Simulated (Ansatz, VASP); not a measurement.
## TaN: VASP beside Ansatz

Aim: how closely do two programs agree when they are given the same cell, functional and k mesh? The cell comes out of the VASP series on this material, whose earlier steps may have relaxed, scaled or displaced it; both programs get it as it stands.

Main program and level: Ansatz 0.2.0; plane waves, with VASP 6.6.1 beside it; relaxation of cell and atoms at PBEsol with D3(BJ) and relaxation of cell and atoms at PBEsol, spin-orbit coupling.

**1. The structure**

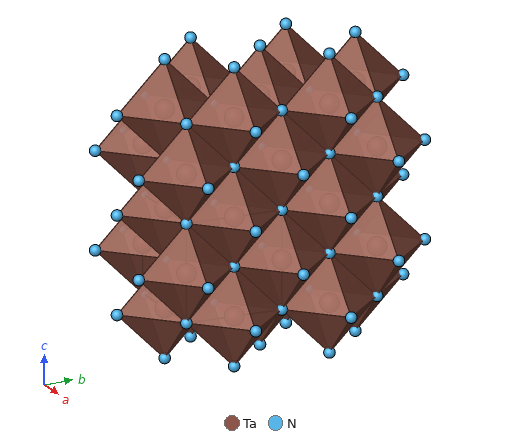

Start, viewed from a free direction; tantalum brown, nitrogen blue. 1×2×2 cells are drawn. This picture shows the conventional cell, with its axes. Some periodic images of atoms are drawn too.

Structure file:

```xyz
2
Lattice="0.0000 2.1751 2.1751 2.1751 0.0000 2.1751 2.1751 2.1751 0.0000" Properties=species:S:1:pos:R:3 pbc="T T T"
Ta    2.1751    2.1751    2.1751
N     0.0000    0.0000    0.0000
```

**2. VASP: relaxation of cell and atoms, PBEsol with D3(BJ)**

The relaxed volume is the usual yardstick between codes: its relative difference is about their pressure difference at one cell divided by the bulk modulus.

Lines of VASP's logs that name or quote its potential files are left out, and so is its time.

File INCAR:

```
SYSTEM = TaN
PREC = Accurate
ENCUT = 520
EDIFF = 1E-06
NELM = 100
ISMEAR = 1
SIGMA = 0.15
LREAL = .FALSE.
ALGO = Normal
GGA = PS
IVDW = 12
NBANDS = 14
LASPH = .TRUE.
LORBIT = 11
LWAVE = .FALSE.
LCHARG = .FALSE.
KPAR = 8
IBRION = 2
NSW = 50
ISIF = 3
EDIFFG = -0.006
```

File POSCAR:

```
TaN
1.0
    0.0000000000      2.1750732176      2.1750732176
    2.1750732176      0.0000000000      2.1750732176
    2.1750732176      2.1750732176      0.0000000000
Ta N
1 1
Direct
    0.5000000000      0.5000000000      0.5000000000
    0.0000000000      0.0000000000      0.0000000000
```

File KPOINTS:

```
Automatic mesh
0
Gamma
18 18 18
0 0 0
```

PAW data sets: Ta_pv and N (PBE family, release 64).

Command:

```
$ mpirun -np 8 vasp_std
```

Numbers of over 12 decimals in the logs are rounded to 6 here.

Output:

```text
[banner, memory and clock lines left out]
running    8 mpi-ranks, on    1 nodes
 distrk:  each k-point on    1 cores,    8 groups
 distr:  one band on    1 cores,    1 groups

 POSCAR found type information on POSCAR TaN
 POSCAR found :  2 types and       2 ions
|                                                                             |
|           W    W    AA    RRRRR   N    N  II  N    N   GGGG   !!!           |
|           W    W   A  A   R    R  NN   N  II  NN   N  G    G  !!!           |
|           W    W  A    A  R    R  N N  N  II  N N  N  G       !!!           |
|           W WW W  AAAAAA  RRRRR   N  N N  II  N  N N  G  GGG   !            |
|           WW  WW  A    A  R   R   N   NN  II  N   NN  G    G                |
|           W    W  A    A  R    R  N    N  II  N    N   GGGG   !!!           |
|                                                                             |
|     For optimal performance we recommend to set                             |
|       NCORE = 2 up to number-of-cores-per-socket                            |
|     NCORE specifies how many cores store one orbital (NPAR=cpu/NCORE).      |
|     This setting can greatly improve the performance of VASP for DFT.       |
|     The default, NCORE=1 might be grossly inefficient on modern             |
|     multi-core architectures or massively parallel machines. Do your        |
|     Unfortunately you need to use the default for GW and RPA                |
|     calculations (for HF NCORE is supported but not extensively tested      |
|     yet).                                                                   |
|                                                                             |

|                                                                             |
|               ----> ADVICE to this user running VASP <----                  |
|                                                                             |
|     You enforced a specific xc type in the INCAR file but a different       |
|     [... a line on the potential file left out ...]
|     I HOPE YOU KNOW WHAT YOU ARE DOING!                                     |
|                                                                             |

 LDA part: xc-table for (Slater+PW92), standard interpolation
 POSCAR, INCAR and KPOINTS ok, starting setup
 FFT: planning ... GRIDC
 FFT: planning ... GRID_SOFT
 FFT: planning ... GRID
 WAVECAR not read
 entering main loop
       N       E                     dE             d eps       ncg     rms          rms(c)
DAV:   1     0.873150854342E+02    0.87315E+02   -0.89433E+03  5460   0.121E+03
DAV:   2    -0.230740554031E+02   -0.11039E+03   -0.10411E+03  6756   0.315E+02
DAV:   3    -0.259790234080E+02   -0.29050E+01   -0.28741E+01  6288   0.475E+01
DAV:   4    -0.259930338306E+02   -0.14010E-01   -0.14007E-01  6432   0.344E+00
DAV:   5    -0.259931206501E+02   -0.86820E-04   -0.86820E-04  6186   0.247E-01    0.261E+01
DAV:   6    -0.233210780015E+02    0.26720E+01   -0.56416E+00  6210   0.271E+01    0.111E+01
DAV:   7    -0.232402786762E+02    0.80799E-01   -0.35167E-01  6870   0.567E+00    0.745E+00
DAV:   8    -0.232067443116E+02    0.33534E-01   -0.12228E-01  6552   0.319E+00    0.147E+00
DAV:   9    -0.232027485263E+02    0.39958E-02   -0.11840E-02  6138   0.945E-01    0.361E-01
DAV:  10    -0.232026080728E+02    0.14045E-03   -0.52228E-04  7410   0.287E-01    0.107E-01
DAV:  11    -0.232025764818E+02    0.31591E-04   -0.62301E-05  6276   0.824E-02    0.201E-02
DAV:  12    -0.232025762393E+02    0.24252E-06   -0.36931E-06  6936   0.189E-02
   1 F= -.24165787E+02 E0= -.24165570E+02  d E =-.241658E+02
 curvature:   0.00 expect dE= 0.000E+00 dE for cont linesearch  0.000E+00
 trial: gam= 0.00000 g(F)=  0.660E-60 g(S)=  0.109E-06 ort = 0.000E+00 (trialstep = 0.100E+01)
 search vector abs. value=  0.109E-06
 reached required accuracy - stopping structural energy minimisation
```

Parts of OUTCAR (step 2):

```text
ion  position               nearest neighbor table
   1  0.500  0.500  0.500-   2 2.18   2 2.18   2 2.18   2 2.18   2 2.18   2 2.18
   2  0.000  0.000  0.000-   1 2.18   1 2.18   1 2.18   1 2.18   1 2.18   1 2.18

  LATTYP: Found a face centered cubic cell.
 ALAT       =     4.3501464352

 Subroutine GETGRP returns: Found 48 space group operations
 (whereof 48 operations were pure point group operations)

The static configuration has the point symmetry O_h .

 Found    195 irreducible k-points:

   k-points           NKPTS =    195   k-points in BZ     NKDIM =    195   number of bands    NBANDS=     14

   dimension x,y,z NGX =    24 NGY =   24 NGZ =   24
   dimension x,y,z NGXF=    48 NGYF=   48 NGZF=   48

   ENCUT  =  520.0 eV  38.22 Ry    6.18 a.u.   5.72  5.72  5.72*2*pi/ulx,y,z

   NELECT =      16.0000    total number of electrons

 k-points in reciprocal lattice and weights: Automatic mesh
   0.00000000  0.00000000  0.00000000       0.000
   0.05555556  0.00000000  0.00000000       0.001
   0.11111111  0.00000000  0.00000000       0.001
   0.16666667  0.00000000  0.00000000       0.001
   0.22222222  0.00000000  0.00000000       0.001
   0.27777778  0.00000000  0.00000000       0.001
   0.33333333  0.00000000  0.00000000       0.001
   0.38888889  0.00000000  0.00000000       0.001
   0.44444444  0.00000000  0.00000000       0.001
[...]
-0.27777778  0.44444444  0.22222222       0.004
  -0.27777778  0.50000000  0.22222222       0.002

 average (electrostatic) potential at core
       1 -34.1562       2 -61.0307

 E-fermi :   9.7640

 k-point     1 :       0.0000    0.0000    0.0000
  band No.  band energies     occupation
    ...
      8       7.5277      2.00000
      9       7.5277      2.00000
     10       7.5277      2.00000
     11       9.7832      0.78508
     12       9.7832      0.78508
     13      11.5813     -0.00000
     14      19.1387      0.00000

 k-point     2 :       0.0556    0.0000    0.0000
  band No.  band energies     occupation
    ...
      6       5.5672      2.00000
      7       5.5672      2.00000
      8       7.6632      2.00000
      9       7.6632      2.00000
     10       7.7347      2.00000
     11      10.1177     -0.00426
     12      10.1177     -0.00426
     13      11.8109     -0.00000
     14      19.3843      0.00000

 k-point     3 :       0.1111    0.0000    0.0000
  band No.  band energies     occupation
    ...
      6       4.9296      2.00000
      7       4.9296      2.00000
      8       7.9797      2.00000
      9       7.9797      2.00000
     10       8.0597      2.00000
     11      10.9526     -0.00000
     12      10.9526     -0.00000
     13      12.4179     -0.00000
     14      20.0781      0.00000

 Edisp (eV)   -0.96321

  Total       0.00123     0.00123     0.00123     0.00000     0.00000     0.00000
  in kB       0.09550     0.09550     0.09550     0.00000     0.00000     0.00000
  external pressure =        0.10 kB  Pullay stress =        0.00 kB

  energy-cutoff  :      520.00
  volume of cell :       20.58
      direct lattice vectors                 reciprocal lattice vectors
     0.000000000  2.175073218  2.175073218    -0.229877319  0.229877319  0.229877319
     2.175073218  0.000000000  2.175073218     0.229877319 -0.229877319  0.229877319
     2.175073218  2.175073218  0.000000000     0.229877319  0.229877319 -0.229877319

 POSITION                                       TOTAL-FORCE (eV/Angst)
 -----------------------------------------------------------------------------------
      2.17507      2.17507      2.17507        -0.000000     -0.000000     -0.000000
      0.00000      0.00000      0.00000         0.000000      0.000000      0.000000
 -----------------------------------------------------------------------------------
    total drift:                                0.000000     -0.000000     -0.000000

  FREE ENERGIE OF THE ION-ELECTRON SYSTEM (eV)
  ---------------------------------------------------
  free  energy   TOTEN  =       -24.1657871585 eV

  energy  without entropy=      -24.1651361521  energy(sigma->0) =      -24.16557016

 reached required accuracy - stopping structural energy minimisation

 total charge
# of ion       s       p       d       tot
------------------------------------------
    1        0.282   6.242   2.506   9.030
    2        1.224   2.553   0.000   3.777
--------------------------------------------------
tot          1.506   8.795   2.506  12.807

[... 3 further parts left out ...]
```

**3. Ansatz: relaxation of cell and atoms, PBEsol with D3(BJ)**

Ansatz runs on its default PAW (the set named soft_2) files.

The same cell, functional, mesh and smearing now go to Ansatz, which takes its cutoff from its data sets.

File input.yaml:

```yaml
crystal:
  lattice:
    - [0.0, 2.1750732176, 2.1750732176]
    - [2.1750732176, 0.0, 2.1750732176]
    - [2.1750732176, 2.1750732176, 0.0]
  atoms:
    - { symbol: Ta, position: [0.5, 0.5, 0.5] }
    - { symbol: "N", position: [0.0, 0.0, 0.0] }
hamiltonian:
  xc: pbesol
  pseudopotentials: { kind: paw }
  dispersion: d3bj
kpoints:
  mp_grid: { grid: [18, 18, 18] }
scf:
  occupations: { method: methfessel_paxton, width: 0.15 }
relax:
  f_tol: 0.01
  max_steps: 60
  cell: { stress_tol: 0.05 }
output:
  forces: true
  stress: true
  write_density: true
  write_potential: true
  elf: true
  volumetric_format: npy
```

Command:

```
$ ansatz run input.yaml --threads 4 --pin off --max-ram 9216MiB --backend cpu --events-out ev --progress --plain --runs-dir out
```

Output:

```text
Engine: ansatz 0.2.0, aarch64-unknown-linux-gnu
Pseudopotentials: kind: paw
Pseudopotential: Ta, paw, valence charge 13, recommended cutoff 420 eV (normal), Ta.paw.azcp
Pseudopotential: N, paw, valence charge 5, recommended cutoff 420 eV (normal), N.paw.azcp
Functional definition: PBEsol
  exchange = pbesol_x
  correlation = pbesol_c
Crystal: 2 atoms, lattice volume = 20.580 Å³
Basis set: ecut = 420 eV, 411 PW (Γ), exchange–correlation on 48×48×48 points (8 copies of the dense FFT grid, shifted against one another)
Bands: 13, of which v1, the nominal top of the filled ones, is band 9 counted from 1 (8 counted from 0)
Symmetry: 48 space group operations
Space group: Fm-3m (ITA 225), of the structure as read, at distance tolerance 2.7e-5 Å
k-points: 195 of 5832
Non-local potential: Ta, projectors of the file, l = 0: 3, l = 1: 2, l = 2: 2, l = 3: 1
Non-local potential: N, projectors of the file, l = 0: 2, l = 1: 2, l = 2: 1
PAW form: soft (Blöchl's): semilocal exchange-correlation on the pseudo side does not see the compensation charge
PAW frozen core: Ta, regenerated for the run's functional, and the local potential with it (the file was generated under x = pbe(κ = 0.804, μ = 0.219515), c = pbe(β = 0.066725))
PAW frozen core: N, regenerated for the run's functional, and the local potential with it (the file was generated under x = pbe(κ = 0.804, μ = 0.219515), c = pbe(β = 0.066725))
PAW one-centre angular grid: Ta, 590 points (default); XC on 64 Gauss nodes
PAW one-centre angular grid: N, 110 points (default); XC on 64 Gauss nodes
Initial density: superposition of atomic densities (neutral atoms: chi_scale 0, normalization atom), corrected by the library's trained network
Initial wavefunctions: pseudopotential atomic-orbital guess
Functional: x = pbesol(κ = 0.804, μ = 0.123457), c = pbesol(β = 0.046)
SCF iter   1: F=—  HF=-10188.027837 eV  |F-HF|=—  |Δ(HF+E_count)|=         —  Δρ=1.48e-2  dr2=4.58e-2  ethr=1.77e-3  ⟨swp⟩=5.3  Hψ=29553  notcnv=0  defer=63
automatic band count: the SCF goes on with 17 bands, as 13 were too few: the levels above may hold too much charge
preconditioner: auto → none  [metal: Δε(μ)=0.007 eV  Ē_g=15.874 eV  σ=0.150 eV  W_gap=0.04  n_scr=8 (ndim 8)  ℏωp=25.9 eV  f_vac=0.000  D(μ)=0.89/eV (n_scr^D=8)  sad-step TF]
SCF iter   2: F=—  HF=-10188.021474 eV  |F-HF|=—  |Δ(HF+E_count)|=   6.36e-3  S|Δr|=    0.00e0  Δρ=9.70e-3  dr2=2.15e-2  ethr=2.54e-4  ⟨swp⟩=1.0  Hψ=4875  notcnv=0  defer=63
SCF iter   3: F=—  HF=-10188.016207 eV  |F-HF|=—  |Δ(HF+E_count)|=   5.27e-3  S|Δr|=    0.00e0  Δρ=9.08e-4  dr2=1.17e-4  ethr=1.20e-4  ⟨swp⟩=2.0  Hψ=3464  notcnv=0  defer=63
SCF iter   4: F=—  HF=-10188.016138 eV  |F-HF|=—  |Δ(HF+E_count)|=   6.90e-5  S|Δr|=    0.00e0  Δρ=1.20e-4  dr2=3.59e-6  ethr=6.52e-7  ⟨swp⟩=2.5  Hψ=4635  notcnv=0  defer=64
SCF iter   5: F=—  HF=-10188.016136 eV  |F-HF|=—  |Δ(HF+E_count)|=   2.30e-6  S|Δr|=    0.00e0  Δρ=1.37e-5  dr2=1.25e-8  ethr=5.56e-10  ⟨swp⟩=7.4  Hψ=17847  notcnv=0
SCF iter   6: F=-10188.016136 eV  HF=-10188.016136 eV  |F-HF|=2.42e-10  |Δ(HF+E_count)|=   2.23e-9  S|Δr|=    0.00e0  Δρ=2.00e-6  dr2=1.58e-10  ethr=6.93e-11  ⟨swp⟩=5.0  Hψ=14359  notcnv=0
SCF 1 converged in 6 iterations: F = -10188.016136 eV  dr2 = 1.58e-10
  greatest PAW one-centre occupation: 1.000 electrons in one spin orbital (limit 2), on the Ta atom at site 0 (counted from 0), in its partial waves of l = 0
relax step   1: F+E_penalty+E_count = -10188.01613611 eV  Δ(F+E_penalty+E_count) = +0.000e0 eV  max|allowed force component| = 1.344e-29 eV/Å  Δτ_max = 0.0000 Å  P = -1.080 GPa  Ω = 20.580 Å³  (6 SCF iters, dr2 threshold 1.00e-7 eV, accepted)
[...]
relax step   2: F+E_penalty+E_count = -10188.01657415 eV  Δ(F+E_penalty+E_count) = -4.380e-4 eV  max|allowed force component| = 9.466e-30 eV/Å  Δτ_max = 0.0000 Å  P = +0.421 GPa  Ω = 20.499 Å³  energy of the carried Pulay correction = +2.694e-4 eV  (4 SCF iters, dr2 threshold 2.00e-7 eV, accepted)
[...]
relax step   3: F+E_penalty+E_count = -10188.01652837 eV  Δ(F+E_penalty+E_count) = +4.578e-5 eV  max|allowed force component| = 1.006e-29 eV/Å  Δτ_max = 0.0000 Å  P = -0.001 GPa  Ω = 20.522 Å³  energy of the carried Pulay correction = +1.940e-4 eV  (3 SCF iters, dr2 threshold 2.00e-7 eV, accepted)
[...]
relax step   4: F+E_penalty+E_count = -10188.01631192 eV  Δ(F+E_penalty+E_count) = +2.164e-4 eV  max|allowed force component| = 1.141e-29 eV/Å  Δτ_max = 0.0000 Å  P = -0.017 GPa  Ω = 20.522 Å³  stress off target by 1.73e-2 GPa  SCF on the basis re-selected at this cell (its energy is not comparable with the rows above)  (4 SCF iters)
basis re-selected at this cell: Δ(F+E_penalty+E_count) = +2.164e-4 eV, ΔP = -0.016 GPa vs the last step (what re-selecting the basis moved, of the pressure what is left beyond the Pulay correction that the steps carried, after the strain that the cell walked since its last selection, with what the two solves' SCF thresholds leave and, on support functions, any second-order correction that the steps lacked; it is no m [...]
SCF converged after 4 iterations
Stability not checked: this state was not tested for a lower state beside it, because cold or Methfessel-Paxton smearing, or corrected tetrahedra, fill the levels in a way that the test cannot read (fill_not_monotonic; see scf.lower_state_search)
Free energy (F): -10188.016312 eV
Harris-Foulkes:  -10188.016312 eV  (|F-HF|=5.46e-12)
Internal energy: -10188.015635 eV  (E = F + TS)
E sigma→0 (E₀):  -10188.016143 eV
Entropy (-TS):   -0.000677 eV (-0.338 meV/atom)
Fermi energy:    22.387399 eV
--- Per-component energies (eV) ---
  E_band       = -32.944641
  E_kinetic    = 503.254098
  E_local      = -560.691890  (includes V_loc(G=0)·N_el)
  E_nonlocal   = 63.297181
  E_hartree    = 189.854209
  E_xc         = -278.923037
  E_vxc        = -283.027601  (∫ρ·V_xc dr)
  E_paw        = -8395.863857  (= ΣΔE_a)
  E_vpaw       = -135.485101  (= ΣTr[D̂ρ^β])
  E_aug_tail   = 0.000274  (compensation charges beyond the density's cutoff)
  E_ewald      = -1708.218078
  E_disp       = -0.966281  (pairwise vdW)
  E_core_change = 0.241745  (= ΣΔE_core)
  E_smearing   = -0.000677  (= −TS)
  E_closure    = -0.000000  (closes the sum)
  Σ components = -10188.016312   (vs F -10188.016312, Δ=0.00e0)
--- Forces (eV/Å), atoms counted from 1 ---
  atom   1  Ta     0.00000000     0.00000000     0.00000000
  atom   2  N     -0.00000000     0.00000000     0.00000000
  max |Σ_I F_I| component: 2.14e-29 eV/Å
--- Stress (GPa, compression-positive) ---
       -0.017304       0.000000      -0.000000
        0.000000      -0.017304       0.000000
       -0.000000       0.000000      -0.017304
  P = ⅓ Tr σ = -0.0173 GPa (-0.173 kbar)
--- Band table (eV; the first three rows and the last of 195) ---
  k-point 0: bands = [... 5 lower, 18.4759, 18.4759, 18.4759, 20.1515, 20.1515, 20.1515, 22.4233, 22.4233, ... 4 higher]
  k-point 1: bands = [... 5 lower, 18.0442, 18.1807, 18.1807, 20.2871, 20.2871, 20.3575, 22.7563, 22.7563, ... 4 higher]
  k-point 2: bands = [... 5 lower, 17.1369, 17.5434, 17.5434, 20.6045, 20.6045, 20.6821, 23.5887, 23.5887, ... 4 higher]
  k-point 194: bands = [... 5 lower, 14.7654, 15.4459, 15.4802, 21.5246, 22.8303, 26.1719, 26.6665, 27.2427, ... 4 higher]
--- Relaxed structure (3 steps of the walk, 3 accepted, 1 SCFs on fresh bases) ---
  F+E_penalty+E_count = -10188.01631192 eV   max|allowed force component| = 1.141e-29 eV/Å   (the final SCF, on the basis selected at the relaxed cell)
  cell:  # Å, volume = 20.5217 Å³
    - [0, 2.173008, 2.173008]
    - [2.173008, 0, 2.173008]
    - [2.173008, 2.173008, 0.0]
  atoms:
    - { symbol: Ta, position: [0.5, 0.5, 0.5] }
    - { symbol: N, position: [0, 0, 0] }
```

The job ended after 4.9 s (4 threads of Arm Neoverse V1, shared host; peak memory 0.39 GiB; 16 s of CPU time).

**4. Side by side**

Known differences besides the PAW data sets themselves: both relaxations stop at a tolerance, which leaves soft axes loose, and VASP keeps its plane-wave basis; the data sets hold 18 valence electrons in Ansatz (default PAW (the set named soft_2) files) and 16 in VASP; the cutoff is 420 eV in Ansatz and 520 eV in VASP; Ansatz makes its cores anew for this functional, VASP keeps those of its PBE data sets; Ansatz adds a Pulay correction to the stress that steers its cell, VASP none. Total energies have different zeros and are not compared.

Compared:

```tsv
quantity	Ansatz	VASP	difference
volume (Å³)	20.52	20.58	-0.28 %
edge a after relaxation, in the typed setting (Å)	3.073	3.076	-0.09 %
```

The walks stopped with -0.02 GPa left in Ansatz and 0.01 GPa in VASP; each walk ends within a tolerance, so the volume difference is uncertain by about these residues over the bulk modulus, most in soft cells.

(Continued in part 2 of 2.)

[Lines on the potential files, build, host, timing and source positions are cut from VASP's logs without a mark.]

[Logs are printed without paths, hosts, clocks, repeated set-up lines and the standing remarks that a program may print on its own settings, such as how far it seeks lower states.]

[Hosts, paths, dates, database ids (printed as entryN), source tags and the programs' standing remarks are cut or masked in the printed files.]
